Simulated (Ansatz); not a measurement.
**C4H2F8: basis-set convergence**

Aim: see how fast density functionals converge with the basis set for C4H2F8.

Method: one geometry, several basis sets; program: Ansatz 0.2.0, Gaussian basis.

Plan: PBE0-D4/def2-SVP; ωB97M-V/def2-SVP; PBE0-D4/def2-QZVPP; ωB97M-V/def2-QZVPP; the functionals' def2-TZVPP values are taken from earlier runs.

## (1) Structure used throughout

An earlier PBE0-D4 in a triple-zeta def2 set relaxation fixed the geometry.

14 atoms, charge 0, spin multiplicity 1.

Atoms are counted from 1 here; the program's logs count them from 0.

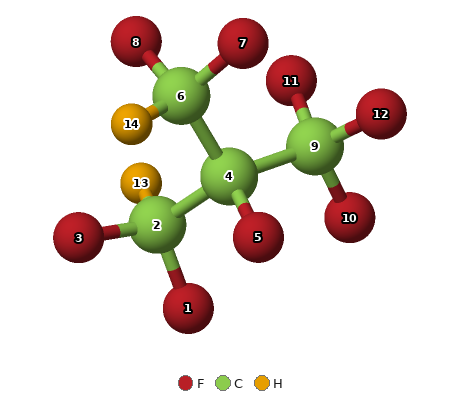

The geometry (fluorine red, carbon green, hydrogen amber); atoms are numbered from 1 in the order of the file.

## (2) PBE0-D4 in def2-SVP

Input file in.yaml:

```yaml
crystal:
  periodic: [false, false, false]
  atoms:
    - {symbol: F, position_ang: [-0.864252, -0.199549, 2.250181]}
    - {symbol: C, position_ang: [-1.046415, 0.208825, 0.987242]}
    - {symbol: F, position_ang: [-1.467913, 1.494180, 1.029046]}
    - {symbol: C, position_ang: [0.283503, 0.155321, 0.213107]}
    - {symbol: F, position_ang: [1.260048, 0.734595, 0.966343]}
    - {symbol: C, position_ang: [0.144754, 1.002425, -1.065301]}
    - {symbol: F, position_ang: [1.206279, 0.847861, -1.870858]}
    - {symbol: F, position_ang: [-0.961827, 0.630835, -1.743902]}
    - {symbol: C, position_ang: [0.707786, -1.304856, -0.055678]}
    - {symbol: F, position_ang: [0.727688, -2.006957, 1.073171]}
    - {symbol: F, position_ang: [-0.161449, -1.882954, -0.887083]}
    - {symbol: F, position_ang: [1.916448, -1.364871, -0.590997]}
    - {symbol: H, position_ang: [-1.819036, -0.399847, 0.509914]}
    - {symbol: H, position_ang: [0.061386, 2.055891, -0.786387]}
basis:
  gaussian: {orbitals: def2-SVP}
hamiltonian: {xc: pbe0, dispersion: d4}
output: {orbitals: {seedname: orbitals}}
```

Started as:

```console
$ ansatz run in.yaml --threads 4 --pin off --events-out ev --progress --plain --max-ram 46080MiB --backend cpu
```

Standard output:

```text
Functional definition: PBE0
  name "PBE0"
  cite "Adamo & Barone, J. Chem. Phys. 110, 6158 (1999) doi:10.1063/1.478522"
  cite "Perdew, Burke & Ernzerhof, Phys. Rev. Lett. 77, 3865 (1996) doi:10.1103/PhysRevLett.77.3865"
  parent pbe
  parameter a = 0.25
  parameter kappa = 0.804
  parameter beta = 0.06672455060314922
  exchange = (1 - a)*pbe_x(kappa = kappa, mu = beta*pi^2/3) + a*exact_x
  correlation = pbe_c(beta = beta)
1932 factors; their error is unknown
mean field evaluation 1: about -25866.8064 eV, gradient 5.0e1 eV
mean field evaluation 2: about -25864.5073 eV, gradient 6.4e1 eV
mean field evaluation 4: about -25870.2684 eV, gradient 2.0e0 eV
mean field evaluation 8: about -25870.2724 eV, gradient 3.9e-2 eV
mean field evaluation 16: about -25870.2901 eV, gradient 7.6e-5 eV
mean field -25870.29013225 eV, -950.7156268479 hartree, gradient 7.6e-5 eV, S^2 0.000000; 0 other end points of the search recorded, 0 dependent functions left out
reference -25870.29014780 eV, -950.7156274193 hartree; 49, 49 occupied and 129, 129 virtual orbitals, 1932 factors
Total energy: -25870.59815115 eV, -950.7269463334 hartree
```

It took 3 s on 4 threads of AMD EPYC 7R13, shared host; peak memory 0.83 GiB.

## (3) ωB97M-V in def2-SVP

in.yaml: that of step 2 with these lines changed.

```diff
@@ -19,3 +19,3 @@
   gaussian: {orbitals: def2-SVP}
-hamiltonian: {xc: pbe0, dispersion: d4}
+hamiltonian: {xc: {name: wB97M-V}}
 output: {orbitals: {seedname: orbitals}}
```

Same command.

Standard output, cut to the lines that bear on the results:

```text
Functional definition: wB97M-V
  name "wB97M-V"
  cite "Mardirossian & Head-Gordon, J. Chem. Phys. 144, 214110 (2016) doi:10.1063/1.4952647"
  cite "Becke, J. Chem. Phys. 107, 8554 (1997) doi:10.1063/1.475007"
  cite "Vydrov & Van Voorhis, J. Chem. Phys. 133, 244103 (2010) doi:10.1063/1.3521275"
  # Of w^i u^j: cxij and so on, Table III.
[...]
  gx(w, u) = 1 - cx + cx01*u + cx10*w
  gss(w, u) = css00 + css04*u^4 + css10*w + css20*w^2 + css43*w^4*u^3
  gos(w, u) = cos00 + cos10*w + (cos20 + cos21*u)*w^2 + (cos60 + cos61*u)*w^6
[...]
      + integral(e_c_pw_mod_opposite_spin*gos(b97_w_opposite, b97_u_opposite)) + vv10(b, c)
1932 factors; their error is unknown
336 factors; integrals over basis functions are off by at most 2.4e-6 eV
[...]
mean field -25888.91500136 eV, -951.4000781631 hartree, gradient 1.3e-5 eV, S^2 0.000000; 0 other end points of the search recorded, 0 dependent functions left out
reference -25888.91502766 eV, -951.4000791298 hartree; 49, 49 occupied and 129, 129 virtual orbitals, 1932 factors
Total energy: -25888.91502766 eV, -951.4000791298 hartree
```

Run time: 9 s. Hardware: 4 threads of AMD EPYC 7R13, shared host; peak memory 1 GiB.

## (4) PBE0-D4 in def2-QZVPP

in.yaml: that of step 3 with these lines changed.

```diff
@@ -18,4 +18,4 @@
 basis:
-  gaussian: {orbitals: def2-SVP}
-hamiltonian: {xc: {name: wB97M-V}}
+  gaussian: {orbitals: "def2-QZVPP.json"}
+hamiltonian: {xc: pbe0, dispersion: d4}
 output: {orbitals: {seedname: orbitals}}
```

Started as:

```console
$ ansatz run in.yaml --threads 4 --pin off --events-out ev --progress --plain --max-ram 46080MiB --backend cuda --devices 0, --max-vram 37GiB
```

Standard output:

```text
Functional definition: PBE0
  name "PBE0"
  cite "Adamo & Barone, J. Chem. Phys. 110, 6158 (1999) doi:10.1063/1.478522"
  cite "Perdew, Burke & Ernzerhof, Phys. Rev. Lett. 77, 3865 (1996) doi:10.1103/PhysRevLett.77.3865"
  parent pbe
  parameter a = 0.25
  parameter kappa = 0.804
  parameter beta = 0.06672455060314922
  exchange = (1 - a)*pbe_x(kappa = kappa, mu = beta*pi^2/3) + a*exact_x
  correlation = pbe_c(beta = beta)
2296 factors; their error is unknown
mean field evaluation 1: about -25898.8644 eV, gradient 5.4e1 eV
mean field evaluation 2: about -25897.7351 eV, gradient 6.3e1 eV
mean field evaluation 4: about -25902.5181 eV, gradient 2.6e0 eV
mean field evaluation 8: about -25902.5268 eV, gradient 5.4e-2 eV
mean field evaluation 16: about -25902.5320 eV, gradient 1.9e-4 eV
mean field -25902.53203530 eV, -951.9004949305 hartree, gradient 2.3e-5 eV, S^2 0.000000; 0 other end points of the search recorded, 0 dependent functions left out
reference -25902.53206577 eV, -951.9004960501 hartree; 49, 49 occupied and 695, 695 virtual orbitals, 2296 factors
Total energy: -25902.84006911 eV, -951.9118149642 hartree
```

It took 3.7 s on 1 × H100 (card shared with other runs) with 4 threads of AMD EPYC 7R13, shared host; peak host memory 1.3 GiB.

## (5) ωB97M-V in def2-QZVPP

in.yaml: that of step 4 with these lines changed.

```diff
@@ -19,3 +19,3 @@
   gaussian: {orbitals: "def2-QZVPP.json"}
-hamiltonian: {xc: pbe0, dispersion: d4}
+hamiltonian: {xc: {name: wB97M-V}}
 output: {orbitals: {seedname: orbitals}}
```

Launched as before.

Standard output, cut to the lines that bear on the results:

```text
Functional definition: wB97M-V
  name "wB97M-V"
  cite "Mardirossian & Head-Gordon, J. Chem. Phys. 144, 214110 (2016) doi:10.1063/1.4952647"
  cite "Becke, J. Chem. Phys. 107, 8554 (1997) doi:10.1063/1.475007"
  cite "Vydrov & Van Voorhis, J. Chem. Phys. 133, 244103 (2010) doi:10.1063/1.3521275"
  # Of w^i u^j: cxij and so on, Table III.
[...]
  gx(w, u) = 1 - cx + cx01*u + cx10*w
  gss(w, u) = css00 + css04*u^4 + css10*w + css20*w^2 + css43*w^4*u^3
  gos(w, u) = cos00 + cos10*w + (cos20 + cos21*u)*w^2 + (cos60 + cos61*u)*w^6
[...]
      + integral(e_c_pw_mod_opposite_spin*gos(b97_w_opposite, b97_u_opposite)) + vv10(b, c)
2296 factors; their error is unknown
424 factors; integrals over basis functions are off by at most 3.9e-6 eV
[...]
mean field -25921.70791120 eV, -952.6051953718 hartree, gradient 4.4e-5 eV, S^2 0.000000; 0 other end points of the search recorded, 0 dependent functions left out
reference -25921.70796055 eV, -952.6051971855 hartree; 49, 49 occupied and 695, 695 virtual orbitals, 2296 factors
Total energy: -25921.70796055 eV, -952.6051971855 hartree
```

Run time: 8 s. Hardware: 1 × H100 (card shared with other runs) with 4 threads of AMD EPYC 7R13, shared host; peak host memory 1.4 GiB.

## (6) Density functionals: the series

The def2-TZVPP values come from earlier runs at the same geometry.

```csv
functional,basis,functions,energy (eV),from the largest (eV),HOMO (eV),LUMO (eV)
PBE0-D4,def2-SVP,178,-25870.5982,32.242,-10.10,0.88
PBE0-D4,def2-TZVPP,400,-25901.5654,1.275,-10.23,0.48
PBE0-D4,def2-QZVPP,744,-25902.8401,0.000,-10.28,0.31
ωB97M-V,def2-SVP,178,-25888.9150,32.793,-12.47,3.15
ωB97M-V,def2-TZVPP,400,-25920.5139,1.194,-12.63,2.57
ωB97M-V,def2-QZVPP,744,-25921.7080,0.000,-12.68,2.01
```

## (7) Results

| quantity | value |
| --- | --- |
| PBE0-D4: double and triple zeta above quadruple | 32.24, 1.27 eV |
| ωB97M-V: double and triple zeta above quadruple | 32.79, 1.19 eV |

For PBE0-D4 the step from double to triple zeta gains 30.97 eV and the next only 1.27 eV. Total energies overstate the basis error of differences, where much of it tends to cancel. The LUMO of ωB97M-V is positive and keeps falling with the basis (3.15 to 2.01 eV): an unbound level that the basis holds in place.
